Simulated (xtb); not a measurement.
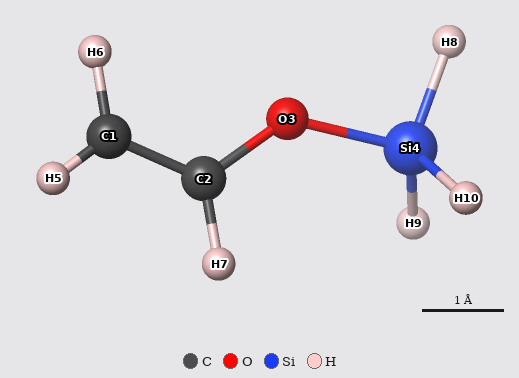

*The structure (ball-and-stick view, seen at a tilt; atoms are numbered from 1 in the order of the input).*

**Property calculation of C$_{2}$H$_{6}$OSi**

- system: C$_{2}$H$_{6}$OSi, SMILES C=CO[SiH3]
- method: GFN2-xTB, ALPB solvent ethylacetate (xtb 6.7.1)

## Input file (mol.json)
```
{"schema_name": "qcschema_molecule", "schema_version": 2, "symbols": ["C", "C", "O", "Si", "H", "H", "H", "H", "H", "H"], "geometry": [-2.1470747, 1.60153155, 3.19545129, -1.59620252, 0.85602893, 0.87602601, 0.63387083, -0.21450659, 0.28584942, 1.80906694, -1.27701266, -2.34836266, -3.66949476, 2.32437447, 3.55593733, -0.81786024, 1.37716437, 4.71574729, -2.9234271, 1.07393325, -0.67047672, 4.25626417, -2.11088833, -1.43083637, 1.95229307, 0.7417742, -4.23776753, 0.24245564, -3.32150358, -3.3637314], "molecular_charge": 0, "molecular_multiplicity": 1}
```

## File xcontrol
```
$scc
   guess=sad
$end
```

Hardware: 1 thread of Arm Neoverse V1, 24 GiB of memory available, shared host.

Launched with:
```bash
xtb mol.json --vfukui -I xcontrol --alpb ethylacetate --gfn 2 | tee xtb.out
```

## The program's output
```
* xtb version 6.7.1
########################################################################
[ERROR] Program stopped due to fatal error
-2- reading geometry input 'mol.json' failed
-1- JSON support not enabled
########################################################################
```

## What the run reported

| quantity | value |
| --- | --- |
| outcome | refused by the program |

Settings chosen away from the usual ones: method = gfn2-xtb; task = vfukui; x = {"guess": "sad"}; geo = {"prev": 1, "stretch": [4, 0, 0.85]}; partner = stretched; sm = ALPB; solvent = ethylacetate. The program refused the input.
